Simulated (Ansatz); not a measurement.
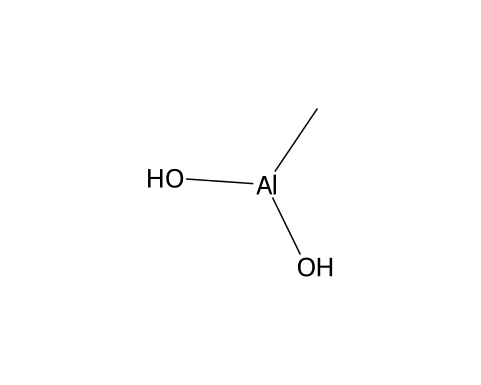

Structural formula above. The geometry was computed by an optimisation with PBE-D4/def2-SVP. No frequency run is at hand to confirm it as a minimum.

What does the molecule look like in three dimensions?

The molecule is CH₅AlO₂. Its SMILES string is `[CH3][Al]([OH])[OH]`. Coordination: 1 C tetrahedral; 1 Al trigonal planar; 2 O bent.

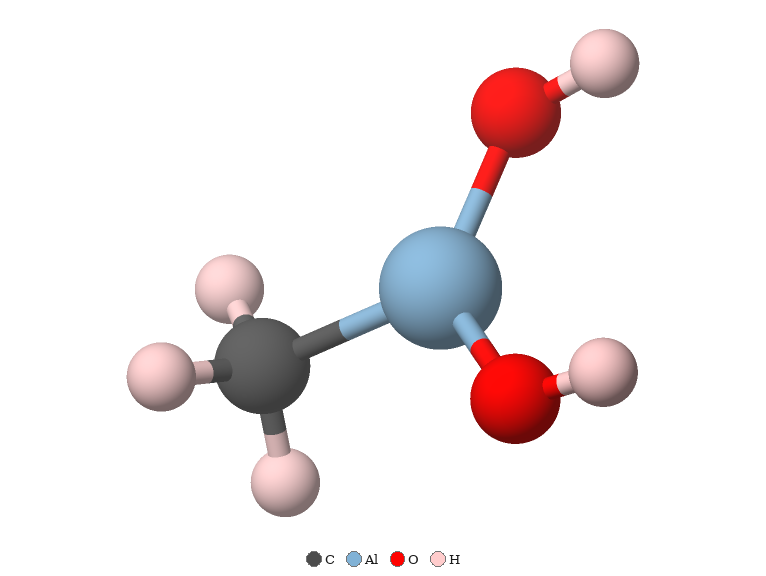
